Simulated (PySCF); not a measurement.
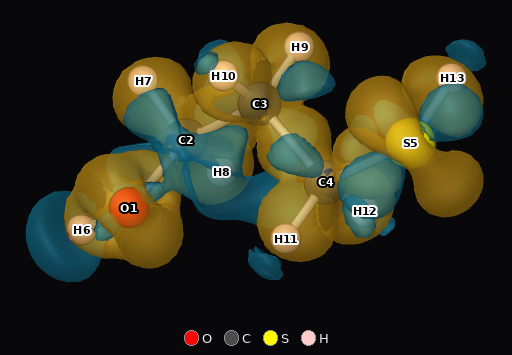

C3H8OS, SMILES `OCCCS`. Deformation density (molecule less spherical, spin-averaged free atoms at the same positions), surfaces at ±0.07 e/Å³; yellow: gain, teal: loss.

Level of theory: HF/def2-TZVP (PySCF), at a geometry from GFN2-xTB. No frequency check shows the geometry to be a minimum. GFN2-xTB bond lengths at metals and heavier atoms can be off by up to 0.1 Å and shapes distorted, which carries into these values.

> How much density has each bond gained at its critical point, relative to the free atoms?

The five largest and four smallest: C2–H7: +0.77 e/Å³ at the bond critical point (bond length 1.10 Å, Mayer order 1.0). C2–H8: +0.77 e/Å³ at the bond critical point (bond length 1.10 Å, Mayer order 1.0). C4–H11: +0.77 e/Å³ at the bond critical point (bond length 1.09 Å, Mayer order 1.0). C4–H12: +0.76 e/Å³ at the bond critical point (bond length 1.09 Å, Mayer order 1.0). C3–H10: +0.74 e/Å³ at the bond critical point (bond length 1.09 Å, Mayer order 1.0). C3–C4: +0.63 e/Å³ at the bond critical point (bond length 1.52 Å, Mayer order 1.0). S5–H13: +0.41 e/Å³ at the bond critical point (bond length 1.33 Å, Mayer order 1.0). C4–S5: +0.36 e/Å³ at the bond critical point (bond length 1.82 Å, Mayer order 1.0). O1–C2: +0.13 e/Å³ at the bond critical point (bond length 1.41 Å, Mayer order 1.0). In all, 3.0 electrons gather in the regions of gain relative to the promolecule. A small or negative value marks a very polar bond, one between electron-rich atoms, whose free-atom densities already overlap strongly, a long bond to a heavier atom, or a closed-shell contact such as a hydrogen bond.
